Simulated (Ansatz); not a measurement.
Consider CdSe in the wurtzite structure (space group P6_3mc, No. 186; a = 4.248 Å, c = 6.941 Å). Axes: x lies along a and z along c of the hexagonal cell.

Modification: uniaxial strain ε_zz = −2.40 %, all other strain components held at zero; the atoms relax in the strained cell.

Calculations: LDA (Ansatz, a quantum-chemistry and plane-wave program; PAW; 420 eV plane waves; without spin-orbit coupling).

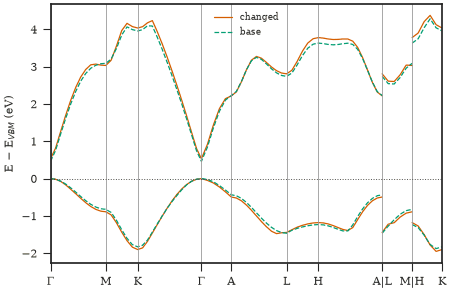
Highest valence and lowest conduction band along the path, each from its own valence-band maximum

Problem. From the figure, how large is the changed gap, and is it direct?

Solution. About 0.5 eV, direct at Γ.

No phonon test of stability was made.
